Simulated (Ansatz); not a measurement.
**CH₃AlOS: a spread of methods and bases**

How do the results and run time of CH₃AlOS respond when the settings are drawn wide?

Program: Ansatz 0.2.0, Gaussian basis. Level of theory: the settings change from run to run. These are calculated values, not measurements.

1 further run of the same task is left out (it didn't finish).

### Step 1. The relaxed structure

An earlier PBE0-D4 in a triple-zeta def2 set relaxation fixed the geometry.

SMILES `[OH][AlH][CH]=S`, 7 atoms, charge 0, spin multiplicity 1.

Atoms are counted from 1 here; the program's logs count them from 0.

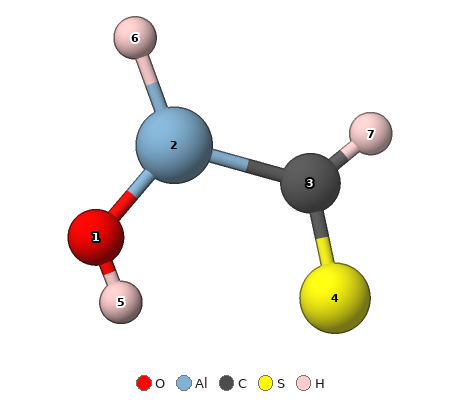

The geometry (oxygen red, aluminium light blue, carbon dark grey, sulfur yellow, hydrogen pink); atoms are numbered from 1 in the order of the file.

### Step 2. RPBE/def2-TZVP

This run has a grid of angular degree 11, D3(BJ) dispersion.

File in.yaml:

```yaml
crystal:
  periodic: [false, false, false]
  atoms:
    - {symbol: O, position_ang: [-1.751473, 0.543627, 0.267061]}
    - {symbol: Al, position_ang: [-0.085057, 0.812871, 0.344903]}
    - {symbol: C, position_ang: [1.056635, -0.661564, -0.305935]}
    - {symbol: S, position_ang: [0.303304, -1.986696, -0.853895]}
    - {symbol: H, position_ang: [-2.057395, -0.296032, -0.082931]}
    - {symbol: H, position_ang: [0.444486, 2.182533, 0.914542]}
    - {symbol: H, position_ang: [2.150701, -0.662739, -0.329346]}
basis:
  gaussian: {orbitals: def2-TZVP, final_grid: {core_spheres: 5, valence_spheres: 4, degree: 11}}
hamiltonian: {xc: {name: RPBE}, dispersion: d3bj}
output: {forces: true}
```

Started as:

```sh
> ansatz run in.yaml --threads 2 --pin off --events-out ev --progress --plain --max-ram 4352MiB
```

Log:

```text
Functional definition: RPBE
  name "RPBE"
  cite "Hammer, Hansen & Nørskov, Phys. Rev. B 59, 7413 (1999) doi:10.1103/PhysRevB.59.7413"
  cite "Perdew, Burke & Ernzerhof, Phys. Rev. Lett. 77, 3865 (1996) doi:10.1103/PhysRevLett.77.3865"
  parameter kappa = 0.804
  parameter beta = 0.06672455060314922
  exchange = rpbe_x(kappa = kappa, mu = beta*pi^2/3)
  correlation = pbe_c(beta = beta)
983 factors; their error is unknown
mean field evaluation 1: about -20549.8796 eV, gradient 8.9e1 eV
mean field evaluation 2: about -20469.6816 eV, gradient 1.9e2 eV
mean field evaluation 4: about -20562.0934 eV, gradient 3.9e1 eV
mean field evaluation 8: about -20565.9378 eV, gradient 1.4e-1 eV
mean field evaluation 16: about -20565.9249 eV, gradient 4.0e-3 eV
mean field -20565.92490209 eV, -755.7838000673 hartree, gradient 2.8e-5 eV, S^2 0.000000; 1 other end points of the search recorded, 0 dependent functions left out
the calculation of the forces begins
reference -20565.92493832 eV, -755.7838013988 hartree; 23, 23 occupied and 131, 131 virtual orbitals, 983 factors
Total energy: -20566.87820336 eV, -755.8188332427 hartree
Atom 0 at    -1.751473     0.543627     0.267061 Å, force    -0.517016     0.424556     0.192364 eV/Å
Atom 1 at    -0.085057     0.812871     0.344903 Å, force     0.537661    -0.085171    -0.048070 eV/Å
Atom 2 at     1.056635    -0.661564    -0.305935 Å, force     0.164520     0.659900     0.276652 eV/Å
Atom 3 at     0.303304    -1.986696    -0.853895 Å, force    -0.406102    -0.626881    -0.257844 eV/Å
Atom 4 at    -2.057395    -0.296032    -0.082931 Å, force    -0.048630    -0.505646    -0.214262 eV/Å
Atom 5 at     0.444486     2.182533     0.914542 Å, force     0.037044     0.177335     0.074436 eV/Å
Atom 6 at     2.150701    -0.662739    -0.329346 Å, force     0.232523    -0.044094    -0.023276 eV/Å
Dipole moment:     0.241792    -0.004880    -0.007025 e Å
```

Wall time 1.6 s (2 threads of Arm Neoverse V1, shared host).

Largest force 0.790 eV/Å, dipole 1.16 D.

### Step 3. B2PLYP/def2-SVPD

This run has charge +1, multiplicity 2, finite nuclei, the search for lower states set to full.

in.yaml: that of step 2 with these lines changed.

```diff
@@ -11,4 +11,6 @@
 basis:
-  gaussian: {orbitals: def2-TZVP, final_grid: {core_spheres: 5, valence_spheres: 4, degree: 11}}
-hamiltonian: {xc: {name: RPBE}, dispersion: d3bj}
-output: {forces: true}
+  gaussian: {orbitals: def2-SVPD, nuclear_model: gaussian}
+total_charge: 1
+magnetization: {spin_polarized: true, initial_magnetization: 1}
+hamiltonian: {xc: {name: B2PLYP}}
+scf: {lower_state_search: full}
```

Same command.

Log (excerpt; [...] marks lines left out):

```text
Functional definition: B2PLYP
  name "B2PLYP"
  cite "Grimme, J. Chem. Phys. 124, 034108 (2006) doi:10.1063/1.2148954"
  cite "Becke, Phys. Rev. A 38, 3098 (1988) doi:10.1103/PhysRevA.38.3098"
  cite "Lee, Yang & Parr, Phys. Rev. B 37, 785 (1988) doi:10.1103/PhysRevB.37.785"
[...]
1118 factors; integrals over basis functions are off by at most 1.4e-3 eV
[...]
mean field -20535.09186960 eV, -754.6507070225 hartree, gradient 4.3e-6 eV, S^2 0.780162; 5 other end points of the search recorded, 0 dependent functions left out
12 core orbitals not correlated: weight in the atoms' cores, before any rotation towards them, 1.000 or more for the frozen orbitals, at most 0.000 for the correlated occupied ones
reference -20535.09206292 eV, -754.6507141271 hartree; 11, 10 occupied and 95, 96 virtual orbitals, 1118 factors
second order -17.32417680 eV of doubles, -0.00000000 eV of singles
Total energy: -20539.76959066 eV, -754.8226101009 hartree
```

It took 17 s on 2 threads of Arm Neoverse V1, shared host; peak memory 0.49 GiB.

⟨S²⟩ 0.780.

### Step 4. B97M-V/cc-pVTZ

Set apart from the defaults: charge +1, multiplicity 2, atoms shaken by 0.15 Å, high accuracy.

File in.yaml:

```yaml
crystal:
  periodic: [false, false, false]
  atoms:
    - {symbol: O, position_ang: [-1.713380, 0.446309, 0.675816]}
    - {symbol: Al, position_ang: [-0.050694, 0.706536, 0.245564]}
    - {symbol: C, position_ang: [1.085120, -0.524720, -0.508468]}
    - {symbol: S, position_ang: [0.488442, -1.877033, -1.044735]}
    - {symbol: H, position_ang: [-1.798921, -0.014140, -0.069399]}
    - {symbol: H, position_ang: [0.372921, 2.477271, 1.081390]}
    - {symbol: H, position_ang: [2.094763, -0.644512, -0.252116]}
basis:
  gaussian: {orbitals: cc-pVTZ}
total_charge: 1
magnetization: {spin_polarized: true, initial_magnetization: 1}
hamiltonian: {xc: {name: B97M-V}}
accuracy: high
output: {forces: true}
```

Same command.

Log (excerpt; [...] marks lines left out):

```text
Functional definition: B97M-V
  name "B97M-V"
  cite "Mardirossian & Head-Gordon, J. Chem. Phys. 142, 074111 (2015) doi:10.1063/1.4907719"
  cite "Becke, J. Chem. Phys. 107, 8554 (1997) doi:10.1063/1.475007"
  cite "Vydrov & Van Voorhis, J. Chem. Phys. 133, 244103 (2010) doi:10.1063/1.3521275"
  # Of w^i u^j: cxij and so on, Table III.
[...]
  gx(w, u) = cx00 + cx01*u + cx02*u^2 + (cx10 + cx11*u)*w
  gss(w, u) = css00 + css02*u^2 + css10*w + (css32*w^3 + css42*w^4)*u^2
  gos(w, u) = cos00 + cos01*u + cos03*u^3 + cos10*w + cos32*w^3*u^2
[...]
      + integral(e_c_pw_mod_opposite_spin*gos(b97_w_opposite, b97_u_opposite)) + vv10(b, c)
2930 factors; integrals over basis functions are off by at most 3.6e-9 eV
[...]
mean field -20551.90526286 eV, -755.2685878282 hartree, gradient 9.4e-8 eV, S^2 0.761566; 4 other end points of the search recorded, 0 dependent functions left out
[...]
reference -20551.90526901 eV, -755.2685880544 hartree; 23, 22 occupied and 147, 148 virtual orbitals, 2930 factors
Total energy: -20551.90526901 eV, -755.2685880544 hartree
Atom 0 at    -1.713380     0.446309     0.675816 Å, force     2.942188     2.867884     3.453116 eV/Å
Atom 1 at    -0.050694     0.706536     0.245564 Å, force    -2.146421     4.878952     3.454552 eV/Å
Atom 2 at     1.085120    -0.524720    -0.508468 Å, force     0.896309    -2.204335    -0.702678 eV/Å
Atom 3 at     0.488442    -1.877033    -1.044735 Å, force    -0.711717    -0.675129    -0.692468 eV/Å
Atom 4 at    -1.798921    -0.014140    -0.069399 Å, force    -2.677085    -3.704557    -4.742910 eV/Å
Atom 5 at     0.372921     2.477271     1.081390 Å, force    -0.036543    -1.827623    -1.005186 eV/Å
Atom 6 at     2.094763    -0.644512    -0.252116 Å, force     1.733269     0.664807     0.235573 eV/Å
Dipole moment:     0.728289    -0.146911    -0.390932 e Å
```

It took 1.9 min on 2 threads of Arm Neoverse V1, shared host; peak memory 1.3 GiB.

Largest force 6.587 eV/Å, ⟨S²⟩ 0.762.

### Step 5. r2SCAN/STO-3G

File in.yaml:

```yaml
crystal:
  periodic: [false, false, false]
  atoms:
    - {symbol: O, position_ang: [-1.751473, 0.543627, 0.267061]}
    - {symbol: Al, position_ang: [-0.085057, 0.812871, 0.344903]}
    - {symbol: C, position_ang: [1.056635, -0.661564, -0.305935]}
    - {symbol: S, position_ang: [0.303304, -1.986696, -0.853895]}
    - {symbol: H, position_ang: [-2.057395, -0.296032, -0.082931]}
    - {symbol: H, position_ang: [0.444486, 2.182533, 0.914542]}
    - {symbol: H, position_ang: [2.150701, -0.662739, -0.329346]}
basis:
  gaussian: {orbitals: STO-3G}
hamiltonian: {xc: {name: r2SCAN}}
output: {forces: true}
```

Launched as before.

Log (excerpt; [...] marks lines left out):

```text
Functional definition: r2SCAN
  name "r2SCAN"
  cite "Furness, Kaplan, Ning, Perdew & Sun, J. Phys. Chem. Lett. 11, 8208 (2020) doi:10.1021/acs.jpclett.0c02405"
  cite "Furness, Kaplan, Ning, Perdew & Sun, J. Phys. Chem. Lett. 11, 9248 (2020) doi:10.1021/acs.jpclett.0c03077"
  parent r2scan
[...]
372 factors; integrals over basis functions are off by at most 5.1e-5 eV
[...]
mean field -20321.18138291 eV, -746.7896416305 hartree, gradient 1.8e-5 eV, S^2 0.000000; 0 other end points of the search recorded, 0 dependent functions left out
[...]
reference -20321.18138838 eV, -746.7896418315 hartree; 23, 23 occupied and 8, 8 virtual orbitals, 372 factors
Total energy: -20321.18138838 eV, -746.7896418315 hartree
Atom 0 at    -1.751473     0.543627     0.267061 Å, force     0.925691     3.456737     1.447636 eV/Å
Atom 1 at    -0.085057     0.812871     0.344903 Å, force     1.047517     0.236361     0.077843 eV/Å
Atom 2 at     1.056635    -0.661564    -0.305935 Å, force    -1.423060     1.070179     0.484620 eV/Å
Atom 3 at     0.303304    -1.986696    -0.853895 Å, force    -0.326027    -0.833089    -0.347342 eV/Å
Atom 4 at    -2.057395    -0.296032    -0.082931 Å, force    -0.285807    -2.961845    -1.251661 eV/Å
Atom 5 at     0.444486     2.182533     0.914542 Å, force    -0.695479    -1.285952    -0.530379 eV/Å
Atom 6 at     2.150701    -0.662739    -0.329346 Å, force     0.757166     0.317608     0.119283 eV/Å
Dipole moment:     0.016360     0.022094     0.009227 e Å
```

Run time: 1.4 s. Hardware: 2 threads of Arm Neoverse V1, shared host.

Largest force 3.860 eV/Å, dipole 0.14 D.

### Step 6. LC-wPBE/6-31++G**

This run has unrestricted orbitals, atoms shaken by 0.08 Å, high accuracy.

File in.yaml:

```yaml
crystal:
  periodic: [false, false, false]
  atoms:
    - {symbol: O, position_ang: [-1.666219, 0.630232, 0.198353]}
    - {symbol: Al, position_ang: [-0.130902, 0.725576, 0.268389]}
    - {symbol: C, position_ang: [0.923844, -0.618169, -0.310421]}
    - {symbol: S, position_ang: [0.391667, -1.880573, -0.871151]}
    - {symbol: H, position_ang: [-2.065116, -0.167391, -0.146258]}
    - {symbol: H, position_ang: [0.342721, 2.242183, 0.882555]}
    - {symbol: H, position_ang: [2.173861, -0.616824, -0.364109]}
basis:
  gaussian: {orbitals: "6-31++G**"}
magnetization: {spin_polarized: true, initial_magnetization: 0}
hamiltonian: {xc: {name: LC-wPBE}}
accuracy: high
```

The command is unchanged.

Log (excerpt; [...] marks lines left out):

```text
Functional definition: LC-wPBE
  name "LC-wPBE"
  cite "Vydrov & Scuseria, J. Chem. Phys. 125, 234109 (2006) doi:10.1063/1.2409292"
  cite "Heyd & Scuseria, J. Chem. Phys. 120, 7274 (2004) doi:10.1063/1.1668634"
  cite "Ernzerhof & Perdew, J. Chem. Phys. 109, 3313 (1998) doi:10.1063/1.476928"
  cite "Perdew, Burke & Ernzerhof, Phys. Rev. Lett. 77, 3865 (1996) doi:10.1103/PhysRevLett.77.3865"
  parent pbe
[...]
2034 factors; integrals over basis functions are off by at most 3.7e-9 eV
631 factors; integrals over basis functions are off by at most 2.0e-9 eV
[...]
mean field -20555.45793069 eV, -755.3991459631 hartree, gradient 2.3e-8 eV, S^2 0.000000; 1 other end points of the search recorded, 0 dependent functions left out
reference -20555.45793069 eV, -755.3991459631 hartree; 23, 23 occupied and 79, 79 virtual orbitals, 2034 factors
Total energy: -20555.45793069 eV, -755.3991459631 hartree
```

Wall time 12 s (2 threads of Arm Neoverse V1, shared host); peak memory 0.45 GiB.

⟨S²⟩ 0.000.

### Step 7. HSE06/x2c-TZVPPall

Set apart from the defaults: a point charge of 2.00 e beside it.

File in.yaml:

```yaml
crystal:
  periodic: [false, false, false]
  atoms:
    - {symbol: O, position_ang: [-1.751473, 0.543627, 0.267061]}
    - {symbol: Al, position_ang: [-0.085057, 0.812871, 0.344903]}
    - {symbol: C, position_ang: [1.056635, -0.661564, -0.305935]}
    - {symbol: S, position_ang: [0.303304, -1.986696, -0.853895]}
    - {symbol: H, position_ang: [-2.057395, -0.296032, -0.082931]}
    - {symbol: H, position_ang: [0.444486, 2.182533, 0.914542]}
    - {symbol: H, position_ang: [2.150701, -0.662739, -0.329346]}
basis:
  gaussian: {orbitals: x2c-TZVPPall, point_charges: [{charge: 2.00, position_ang: [5.591, 0.482, -0.360]}]}
hamiltonian: {xc: {name: HSE06}}
```

Launched as before.

Log (excerpt; [...] marks lines left out):

```text
Functional definition: HSE06
  name "HSE06"
  cite "Heyd, Scuseria & Ernzerhof, J. Chem. Phys. 118, 8207 (2003) doi:10.1063/1.1564060"
  cite "Krukau, Vydrov, Izmaylov & Scuseria, J. Chem. Phys. 125, 224106 (2006) doi:10.1063/1.2404663"
  cite "Heyd & Scuseria, J. Chem. Phys. 120, 7274 (2004) doi:10.1063/1.1668634"
  cite "Ernzerhof & Perdew, J. Chem. Phys. 109, 3313 (1998) doi:10.1063/1.476928"
  cite "Perdew, Burke & Ernzerhof, Phys. Rev. Lett. 77, 3865 (1996) doi:10.1103/PhysRevLett.77.3865"
  parent pbe
[...]
  # The whole range is PBE's own exchange, as in plane waves. The composition of these papers is wPBEh.
[...]
1101 factors; their error is unknown
95 factors; integrals over basis functions are off by at most 7.5e-7 eV
[...]
mean field -20600.08146916 eV, -757.0390307548 hartree, gradient 2.6e-5 eV, S^2 0.000000; 0 other end points of the search recorded, 0 dependent functions left out
reference -20600.08151208 eV, -757.0390323323 hartree; 23, 23 occupied and 165, 165 virtual orbitals, 1101 factors
Total energy: -20600.08151208 eV, -757.0390323323 hartree
Relativity: scalar
```

Run time: 3.1 s. Hardware: 2 threads of Arm Neoverse V1, shared host.

### Step 8. r2SCAN0/STO-3G

This run has charge +1, multiplicity 2, density fitting with def2-universal-jkfit.

in.yaml: that of step 7 with these lines changed.

```diff
@@ -11,3 +11,5 @@
 basis:
-  gaussian: {orbitals: x2c-TZVPPall, point_charges: [{charge: 2.00, position_ang: [5.591, 0.482, -0.360]}]}
-hamiltonian: {xc: {name: HSE06}}
+  gaussian: {orbitals: STO-3G, fitting: {mean_field: def2-universal-jkfit}}
+total_charge: 1
+magnetization: {spin_polarized: true, initial_magnetization: 1}
+hamiltonian: {xc: {name: r2SCAN0}}
```

The command is unchanged.

Log (excerpt; [...] marks lines left out):

```text
Functional definition: r2SCAN0
  name "r2SCAN0"
  cite "Bursch, Neugebauer, Ehlert & Grimme, J. Chem. Phys. 156, 134105 (2022) doi:10.1063/5.0086040"
  cite "Furness, Kaplan, Ning, Perdew & Sun, J. Phys. Chem. Lett. 11, 8208 (2020) doi:10.1021/acs.jpclett.0c02405"
  cite "Furness, Kaplan, Ning, Perdew & Sun, J. Phys. Chem. Lett. 11, 9248 (2020) doi:10.1021/acs.jpclett.0c03077"
  parent r2scan
[...]
462 factors; integrals over basis functions are off by at most 8.7e-3 eV
[...]
mean field -20315.75598013 eV, -746.5902617558 hartree, gradient 1.8e-5 eV, S^2 0.794940; 4 other end points of the search recorded, 0 dependent functions left out
reference -20315.75598482 eV, -746.5902619280 hartree; 23, 22 occupied and 8, 9 virtual orbitals, 462 factors
Total energy: -20315.75598482 eV, -746.5902619280 hartree
```

It took 3 s on 2 threads of Arm Neoverse V1, shared host.

⟨S²⟩ 0.795.

### Step 9. B3LYP5/6-31++G**

Set apart from the defaults: multiplicity 3, restricted open-shell orbitals, a grid of angular degree 11, finite nuclei, the search for lower states set to off.

in.yaml: that of step 8 with these lines changed.

```diff
@@ -11,5 +11,6 @@
 basis:
-  gaussian: {orbitals: STO-3G, fitting: {mean_field: def2-universal-jkfit}}
-total_charge: 1
-magnetization: {spin_polarized: true, initial_magnetization: 1}
-hamiltonian: {xc: {name: r2SCAN0}}
+  gaussian: {orbitals: "6-31++G**", final_grid: {core_spheres: 5, valence_spheres: 4, degree: 11}, nuclear_model: gaussian}
+magnetization: {spin_polarized: false, initial_magnetization: 2}
+hamiltonian: {xc: {name: B3LYP5}}
+scf: {lower_state_search: off}
+output: {forces: true}
```

Same command.

Log (excerpt; [...] marks lines left out):

```text
Functional definition: B3LYP5
  name "B3LYP5"
  cite "Stephens, Devlin, Chabalowski & Frisch, J. Phys. Chem. 98, 11623 (1994) doi:10.1021/j100096a001"
  cite "Becke, Phys. Rev. A 38, 3098 (1988) doi:10.1103/PhysRevA.38.3098"
  cite "Lee, Yang & Parr, Phys. Rev. B 37, 785 (1988) doi:10.1103/PhysRevB.37.785"
  cite "Vosko, Wilk & Nusair, Can. J. Phys. 58, 1200 (1980) doi:10.1139/p80-159"
[...]
879 factors; integrals over basis functions are off by at most 9.9e-4 eV
[...]
mean field -20560.16851012 eV, -755.5722565640 hartree, gradient 2.9e-6 eV, S^2 2.000000; 0 other end points of the search recorded, 0 dependent functions left out
[...]
reference -20560.16879749 eV, -755.5722671247 hartree; 24, 22 occupied and 78, 80 virtual orbitals, 879 factors
Total energy: -20560.16879749 eV, -755.5722671247 hartree
Atom 0 at    -1.751473     0.543627     0.267061 Å, force    -0.701524    -0.060518    -0.010826 eV/Å
Atom 1 at    -0.085057     0.812871     0.344903 Å, force     1.210447     0.086521     0.010226 eV/Å
Atom 2 at     1.056635    -0.661564    -0.305935 Å, force     0.704892     1.608529     0.669044 eV/Å
Atom 3 at     0.303304    -1.986696    -0.853895 Å, force    -0.884299    -1.733192    -0.718367 eV/Å
Atom 4 at    -2.057395    -0.296032    -0.082931 Å, force    -0.269419    -0.135446    -0.051320 eV/Å
Atom 5 at     0.444486     2.182533     0.914542 Å, force     0.051775    -0.061677    -0.026758 eV/Å
Atom 6 at     2.150701    -0.662739    -0.329346 Å, force    -0.111872     0.295783     0.128000 eV/Å
Dipole moment:     0.254294    -0.171401    -0.078221 e Å
Checks for a lower state left out: stability, starts, cluster_reference, orbital_swaps, neighbouring_geometries, increment
```

It took 1.5 s on 2 threads of Arm Neoverse V1, shared host.

Largest force 2.074 eV/Å, dipole 1.52 D.

### Step 10. SPW92/cc-pVDZ

Options: finite nuclei, the search for lower states set to full.

in.yaml: that of step 9 with these lines changed.

```diff
@@ -11,6 +11,5 @@
 basis:
-  gaussian: {orbitals: "6-31++G**", final_grid: {core_spheres: 5, valence_spheres: 4, degree: 11}, nuclear_model: gaussian}
-magnetization: {spin_polarized: false, initial_magnetization: 2}
-hamiltonian: {xc: {name: B3LYP5}}
-scf: {lower_state_search: off}
+  gaussian: {orbitals: cc-pVDZ, nuclear_model: gaussian}
+hamiltonian: {xc: {name: SPW92}}
+scf: {lower_state_search: full}
 output: {forces: true}
```

Launched as before.

Log (excerpt; [...] marks lines left out):

```text
Functional definition: SPW92
  name "SPW92"
  cite "Dirac, Proc. Camb. Phil. Soc. 26, 376 (1930) doi:10.1017/S0305004100016108"
  cite "Slater, Phys. Rev. 81, 385 (1951) doi:10.1103/PhysRev.81.385"
  cite "Perdew & Wang, Phys. Rev. B 45, 13244 (1992) doi:10.1103/PhysRevB.45.13244"
[...]
993 factors; their error is unknown
[...]
mean field -20474.42478773 eV, -752.4212328857 hartree, gradient 4.1e-5 eV, S^2 0.000000; 3 other end points of the search recorded, 0 dependent functions left out
[...]
reference -20474.42482542 eV, -752.4212342705 hartree; 23, 23 occupied and 56, 56 virtual orbitals, 993 factors
Total energy: -20474.42482542 eV, -752.4212342705 hartree
Atom 0 at    -1.751473     0.543627     0.267061 Å, force    -0.522223     0.737628     0.324650 eV/Å
Atom 1 at    -0.085057     0.812871     0.344903 Å, force     0.807123    -0.035497    -0.032593 eV/Å
Atom 2 at     1.056635    -0.661564    -0.305935 Å, force    -0.274895     0.535281     0.233498 eV/Å
Atom 3 at     0.303304    -1.986696    -0.853895 Å, force    -0.490007    -0.641183    -0.262335 eV/Å
Atom 4 at    -2.057395    -0.296032    -0.082931 Å, force    -0.281390    -0.910358    -0.380571 eV/Å
Atom 5 at     0.444486     2.182533     0.914542 Å, force     0.018235     0.277014     0.117217 eV/Å
Atom 6 at     2.150701    -0.662739    -0.329346 Å, force     0.743156     0.037116     0.000134 eV/Å
Dipole moment:     0.211132    -0.039861    -0.021250 e Å
```

Run time: 1.4 s. Hardware: 2 threads of Arm Neoverse V1, shared host.

Largest force 1.026 eV/Å, dipole 1.04 D.

### Step 11. The runs in one table

```csv
level,charge,multiplicity,geometry,functions,energy (eV),time
RPBE/def2-TZVP,0,1,relaxed,154,-20566.878,1.6 s
B2PLYP/def2-SVPD,1,2,relaxed,118,-20539.770,17 s
B97M-V/cc-pVTZ,1,2,shaken,170,-20551.905,1.9 min
r2SCAN/STO-3G,0,1,relaxed,31,-20321.181,1.4 s
LC-wPBE/6-31++G**,0,1,shaken,102,-20555.458,12 s
HSE06/x2c-TZVPPall,0,1,"relaxed, point charge",188,-20600.082,3.1 s
r2SCAN0/STO-3G,1,2,relaxed,31,-20315.756,3 s
B3LYP5/6-31++G**,0,3,relaxed,102,-20560.169,1.5 s
SPW92/cc-pVDZ,0,1,relaxed,79,-20474.425,1.4 s
```

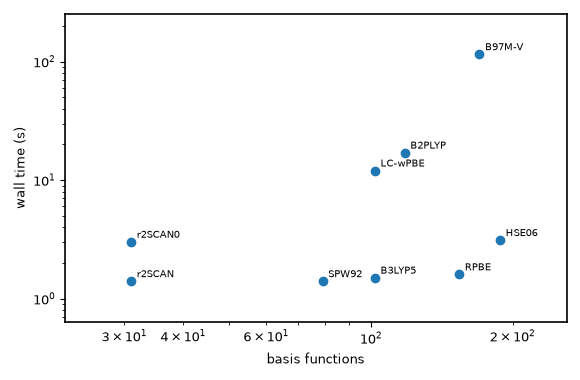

Wall time against the number of basis functions (shared host).

### Step 12. Outcome

| quantity | value |
| --- | --- |
| runs | 9 |
| quickest | r2SCAN/STO-3G, 1.4 s |
| slowest | B97M-V/cc-pVTZ, 1.9 min |
| spread of total energies, same state and geometry | 245.7 eV |
| dipole, same state and geometry | 0.14 to 1.16 D |

**Reading.** Run time spans a factor of 82, from r2SCAN/STO-3G to B97M-V/cc-pVTZ. The jobs differ in tasks and options as well as level. Total energies at one charge and spin differ by 246 eV between levels, so only differences within one level mean anything. At the PBE0-D4/def2-TZVP geometry and in the same state, runs without warnings or point charges leave forces up to 3.86 eV/Å (r2SCAN/STO-3G).
